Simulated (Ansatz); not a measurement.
# Pressure series in LaTaO4

The parent structure is LaTaO4 (space group Cmc2_1, No. 36; a = 3.9409 Å, b = 14.6625 Å, c = 5.6026 Å).

Cell and atoms are relaxed at each pressure.

The values are results of Ansatz (an electronic-structure program), PBEsol, PAW, cutoff 420 eV, no SOC, not measurements.

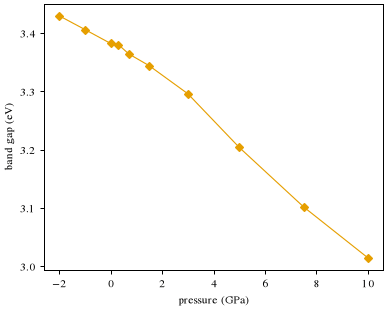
Fig. 1. Band gap against pressure

Task: From the plot, what is the band gap for pressure −1 GPa?

Result: About 3.41 eV.

Task: Is the trend monotonic over the range shown?

Result: Yes, it falls throughout, spanning 3.01 eV to 3.43 eV.

With Ta present, leaving out spin-orbit coupling can change the band edges. Load acts through the strain it causes; cell and atoms are relaxed under it. No phonon test of stability was made. Competing high-pressure phases were not computed.
